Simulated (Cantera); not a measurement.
A closed system holds: 1 mol Si₃N₄, 48 mol HCl, 0.93 mol N₂, held at 6.60 mbar.

These are equilibrium values from Cantera (NASA tables, ideal gas, pure condensed phases), not measurements of a reactor. Candidate condensed phases: NH₄Cl, Si, Si₃N₄; 28 gas species. The tables' values for SiCl₃, SiCl are old estimates; treat these amounts as uncertain. Equilibrium is a limit: real reactors are often held back by kinetics, nucleation or transport.

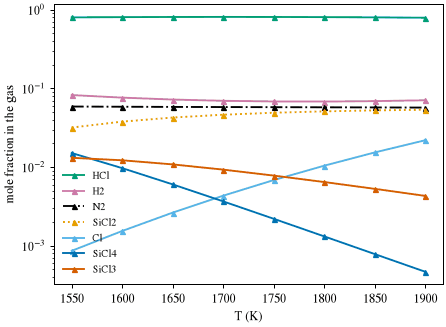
Figure. Equilibrium gas composition (values under 1e-9 drawn at 1e-9)

Task: Read off the mole fractions at 1900 K.

Result: HCl about 0.79, H₂ about 0.071, N₂ about 0.057, SiCl₂ about 0.053, Cl about 0.022, SiCl₃ about 0.0043, SiCl₄ about 0.00047.
